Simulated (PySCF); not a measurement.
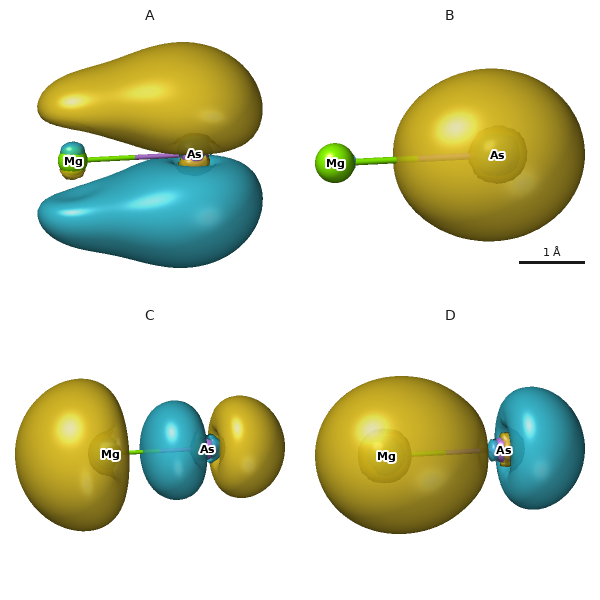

Figure 1: MgAs (charge +1, triplet). Four frontier β-spin orbitals, each drawn at the value that holds 80 % of its norm (yellow and cyan are the two phases), in no order; of a degenerate pair one member is drawn.

⟨S²⟩ = 2.06, above the pure value of 2.00.

Level of theory: PBE0/aug-pcseg-1, non-relativistic, at a bond length of 2.595 Å (PySCF).

### Label each orbital by symmetry, say whether it is occupied, and order them by energy.

Orbital B: σ, occupied in this spin, −19.31 eV; mainly on As (95 %).
Orbital D: σ, occupied in this spin, −12.22 eV; shared between the atoms (Mg 55 %, As 45 %).
Orbital C: σ, empty in this spin, −8.43 eV; shared between the atoms (Mg 60 %, As 40 %).
Orbital A: π, empty in this spin, −8.01 eV; mainly on As (80 %).
